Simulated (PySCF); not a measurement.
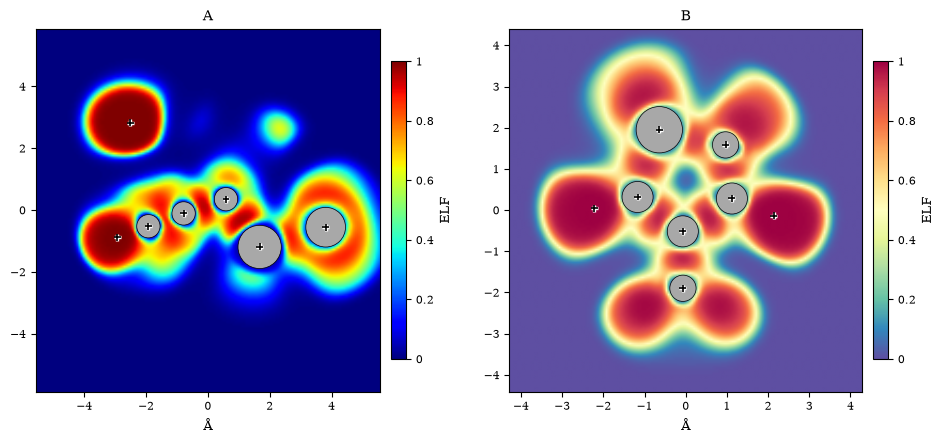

The ELF of 2 systems, each on a plane through atoms (crosses mark nuclei in the plane; grey discs cover the cores).

These are results of PySCF 2.14.0, CAM-B3LYP/def2-SVPD, SCF density, gas phase, not measurements.

System 1: C$_{3}$H$_{4}$N$_{2}$S (SMILES Nc1cnsc1), the plane of atoms C2, C6 and S5. Geometry: PBE0-D3(BJ)/def2-SVP.

```xyz
10

N    -1.4533   -0.2784   -0.5920
C    -0.1826    0.0075   -0.1257
C     0.7307   -0.9893    0.3522
N     1.9226   -0.5822    0.7110
S     2.0405    1.0491    0.4907
C     0.4402    1.2376   -0.0972
H    -1.8728   -1.1100   -0.1951
H    -2.0995    0.5005   -0.5936
H     0.4876   -2.0545    0.4295
H     0.0345    2.2032   -0.3966
```

System 2: C$_{3}$H$_{9}$BrOSi$_{3}$ (SMILES C#C[C@H]([SiH2]Br)[SiH2]O[SiH3]), the plane of atoms C2, C3 and Si4. Geometry: PBE0-D3(BJ)/def2-SVP.

```xyz
17

C    -1.4436    1.3713   -0.4540
C    -1.6033    0.1679   -0.4265
C    -1.7931   -1.2607   -0.3063
Si   -3.4883   -1.5156    0.4872
Br   -3.7839   -3.7018    0.8388
Si   -0.3718   -2.0104    0.7178
O     1.0602   -1.3676    0.2127
Si    1.9370   -0.0368   -0.2550
H    -1.3067    2.4356   -0.4970
H    -1.7986   -1.7489   -1.2979
H    -3.5363   -0.8228    1.8020
H    -4.5714   -1.0353   -0.4120
H    -0.6163   -1.6769    2.1517
H    -0.3321   -3.4816    0.5112
H     1.6985    1.1090    0.6718
H     1.5818    0.3597   -1.6484
H     3.3797   -0.4135   -0.2094
```

Q: Match each panel to its system.

A: Panel A is system 2, C$_{3}$H$_{9}$BrOSi$_{3}$: the plane holds C, Si, Br and H. C–C (1.21 Å): the ELF peaks at about 0.85 between the atoms (a short, multiple covalent bond). Panel B is system 1, C$_{3}$H$_{4}$N$_{2}$S: the plane holds N, C, S and H. C–N (1.31 Å): the ELF peaks at about 0.90 between the atoms; localised, covalent bonding.
